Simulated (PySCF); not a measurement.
# GeO (SMILES [O]=[Ge]): levels of theory compared

Aim: a comparison of 6 runs (HF/STO-3G, HF/3-21G, SVWN5/6-31G*, B3LYP/6-31G*, M06-2X/6-311G**, B3LYP/def2-TZVP) of GeO. The job is set up through a Python script.

The results are computed with PySCF 2.14.0.

## Step 1: The structure to begin with

GeO has 2 atoms, charge 0, and is taken as a singlet. SMILES: `[O]=[Ge]`. Geometry: a GFN2-xTB relaxation, a rough one for these elements and not checked as a minimum.

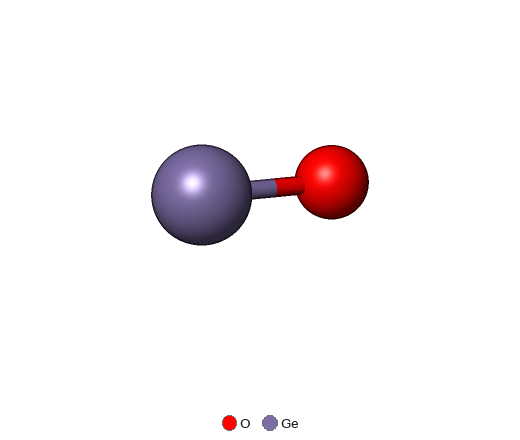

The structure, seen from a chosen angle (oxygen red, germanium purple).

## Step 2: Energy and forces at HF/STO-3G (run 1)

Contents of geometry.xyz:

```xyz
2

O      0.000000     0.000000     0.000000
Ge     0.000000     0.000000     1.576490
```

Contents of calc.py:

```python
import pyscf.grad
from pyscf import gto, scf

mol = gto.M(
    atom='geometry.xyz',
    basis='sto-3g',
    max_memory=1860,
    verbose=4,
)

myscf = scf.RHF(mol)
myscf.conv_tol = 1e-10
myscf.kernel()
if not myscf.converged:
    myscf = myscf.newton().run(myscf.mo_coeff, myscf.mo_occ)

etot = myscf.e_tot
print(f'total energy: {etot:.8f} hartree')
grad = myscf.Gradients().kernel()
myscf.analyze()
```

Command:

```console
$ OMP_NUM_THREADS=1 python calc.py
```

What it wrote:

```text
PySCF version 2.14.0

[INPUT] num. atoms = 2
[INPUT] num. electrons = 40
[INPUT] charge = 0
[INPUT] spin (= nelec alpha-beta = 2S) = 0
[INPUT] symmetry False subgroup None
[INPUT] Mole.unit = angstrom
[INPUT] Symbol           X                Y                Z      unit          X                Y                Z       unit  Magmom
[INPUT]  1 O      0.000000000000   0.000000000000   0.000000000000 AA    0.000000000000   0.000000000000   0.000000000000 Bohr   0.0
[INPUT]  2 Ge     0.000000000000   0.000000000000   1.576490000000 AA    0.000000000000   0.000000000000   2.979134338116 Bohr   0.0

nuclear repulsion = 85.9310024139195
number of shells = 11
number of NR pGTOs = 69
number of NR cGTOs = 23
basis = sto-3g
ecp = {}

[... 50 lines left out ...]
Total Energy =                       -2125.559312244285593
[... 3 lines left out ...]
Two-electron Coulomb Energy =         1032.875223194406090
[... 5 lines left out ...]
MO #3   energy= -45.4154591200798  occ= 2
[... 3 lines left out ...]
MO #7   energy= -6.44499870234335  occ= 2
[... 3 lines left out ...]
MO #11  energy= -1.17371593903132  occ= 2
[... 3 lines left out ...]
MO #15  energy= -0.621307529557023 occ= 2
[... 3 lines left out ...]
MO #19  energy= -0.315750224260961 occ= 2
[... 3 lines left out ...]
MO #23  energy= 0.583994582494763  occ= 0
[... 28 lines left out ...]
Dipole moment(X, Y, Z, Debye): -0.00000,  0.00000,  1.42946
```

Wall time 2.4 s (1 thread of Intel Xeon at 2.50GHz (Skylake/Cascade Lake), shared host); peak memory 0.12 GiB.

## Step 3: Energy and gradient at HF/3-21G (run 2)

Contents of run.py:

```python
import pyscf.grad
from pyscf import gto

system = gto.M(
    atom='''
O        0.000000       0.000000       0.000000
Ge       0.000000       0.000000       1.576490
''',
    max_memory=1860,
    verbose=4,
    basis='3-21g',
)

mf = system.RHF()
mf.conv_tol = 1e-10
mf.kernel()
if not mf.converged:
    mf = mf.newton().run(mf.mo_coeff, mf.mo_occ)

e_tot = mf.e_tot
print('E(%s) = %.9f' % ('HF', e_tot))
grad = mf.Gradients().kernel()
mf.analyze()
```

Command:

```console
$ OMP_NUM_THREADS=1 python run.py
```

What it wrote:

```text
PySCF version 2.14.0

[INPUT] num. atoms = 2
[INPUT] num. electrons = 40
[INPUT] charge = 0
[INPUT] spin (= nelec alpha-beta = 2S) = 0
[INPUT] symmetry False subgroup None
[INPUT] Mole.unit = angstrom
[INPUT] Symbol           X                Y                Z      unit          X                Y                Z       unit  Magmom
[INPUT]  1 O      0.000000000000   0.000000000000   0.000000000000 AA    0.000000000000   0.000000000000   0.000000000000 Bohr   0.0
[INPUT]  2 Ge     0.000000000000   0.000000000000   1.576490000000 AA    0.000000000000   0.000000000000   2.979134338116 Bohr   0.0

nuclear repulsion = 85.9310024139195
number of shells = 15
number of NR pGTOs = 69
number of NR cGTOs = 31
basis = 3-21g
ecp = {}

[... 51 lines left out ...]
Nuclear Repulsion Energy =              85.931002413919529
[... 6 lines left out ...]
MO #1   energy= -402.71250738791   occ= 2
[... 4 lines left out ...]
MO #6   energy= -20.4232938593123  occ= 2
[... 4 lines left out ...]
MO #11  energy= -1.57997144051114  occ= 2
[... 4 lines left out ...]
MO #16  energy= -1.23540043967457  occ= 2
[... 4 lines left out ...]
MO #21  energy= 0.0589908181071161 occ= 0
[... 4 lines left out ...]
MO #26  energy= 0.439782270580659  occ= 0
[... 4 lines left out ...]
MO #31  energy= 3.00843319690417   occ= 0
[... 36 lines left out ...]
Dipole moment(X, Y, Z, Debye): -0.00000,  0.00000,  3.15352
```

Run time: 2.5 s. Hardware: 1 thread of Intel Xeon at 2.50GHz (Skylake/Cascade Lake), shared host; peak memory 0.12 GiB.

Runs 3 to 5 aren't shown in full; the table further down has their settings and results.

## Step 4: Energy and gradient at B3LYP/def2-TZVP (run 6)

Contents of input.py:

```python
from pyscf import gto, dft

mol = gto.M(
    atom='''
O      0.000000     0.000000     0.000000
Ge     0.000000     0.000000     1.576490
''',
    max_memory=1860,
    basis='def2-tzvp',
    charge=0,
    spin=0,
    verbose=4,
)

mf = dft.RKS(mol)
mf.xc = 'b3lyp'
mf.conv_tol = 1e-10
mf.grids.level = 5
mf.kernel()
if not mf.converged:
    mf = mf.newton().run(mf.mo_coeff, mf.mo_occ)

e_final = mf.e_tot
print('E(%s) = %.9f' % ('B3LYP', e_final))
grad = mf.nuc_grad_method().kernel()
dip = mf.dip_moment()
pop, q = mf.mulliken_pop()
```

Command:

```console
$ OMP_NUM_THREADS=1 python input.py
```

What it wrote:

```text
PySCF version 2.14.0

[INPUT] num. atoms = 2
[INPUT] num. electrons = 40
[INPUT] charge = 0
[INPUT] spin (= nelec alpha-beta = 2S) = 0
[INPUT] symmetry False subgroup None
[INPUT] Mole.unit = angstrom
[INPUT] Symbol           X                Y                Z      unit          X                Y                Z       unit  Magmom
[INPUT]  1 O      0.000000000000   0.000000000000   0.000000000000 AA    0.000000000000   0.000000000000   0.000000000000 Bohr   0.0
[INPUT]  2 Ge     0.000000000000   0.000000000000   1.576490000000 AA    0.000000000000   0.000000000000   2.979134338116 Bohr   0.0

nuclear repulsion = 85.9310024139195
number of shells = 27
number of NR pGTOs = 146
number of NR cGTOs = 79
basis = def2-tzvp
ecp = {}

[... 57 lines left out ...]
converged SCF energy = -2152.30782840054
[... 10 lines left out ...]
Dipole moment(X, Y, Z, Debye): -0.00000, -0.00000,  3.18033
[... 82 lines left out ...]
charge of    1Ge =      0.45818
```

Wall time 31 s (1 thread of Intel Xeon at 2.50GHz (Skylake/Cascade Lake), shared host); peak memory 0.76 GiB.

## Step 5: Overview of the runs

```
run                               level  integration grid  Cartesian functions   energy (Eh)  dipole moment (D)  HOMO energy (eV)  LUMO energy (eV)  wall time
  1                           HF/STO-3G                 –                   no  -2125.559312               1.43             -7.74              6.52      2.4 s
  2                            HF/3-21G                 –                   no  -2139.780330               3.15            -11.02              1.61      2.5 s
  3  SVWN5/6-31G* (spherical functions)                 5                   no  -2148.264830               2.45             -7.31             -2.75       11 s
  4  B3LYP/6-31G* (Cartesian functions)                 5                  yes  -2151.990736               2.75             -8.24             -1.97       15 s
  5                     M06-2X/6-311G**                 5                   no  -2152.179012               3.28             -9.74             -0.84       23 s
  6                     B3LYP/def2-TZVP                 5                   no  -2152.307828               3.18             -8.26             -2.11       31 s
```

## Step 6: Summary of results

| quantity | value |
| --- | --- |
| run 6: total energy | -2152.30783 Eh |
| run 6: dipole moment | 3.18 D |
| run 6: HOMO energy | -8.26 eV |
| run 6: LUMO energy | -2.11 eV |
| run 6: HOMO–LUMO gap | 6.16 eV |
| run 6: largest force on an atom | 3.166 eV/Å |

In words: The dipole moment (its size) runs from 1.43 D (HF/STO-3G) to 3.28 D (M06-2X/6-311G**). The two ends differ in method and basis. The HOMO–LUMO gap runs from 4.56 eV (SVWN5/6-31G*) to 14.26 eV (HF/STO-3G). Totals of different functionals can't be ranked against each other. In run 1 the basis is minimal, so the values are rough. All runs together took 85 s, the longest 31 s.
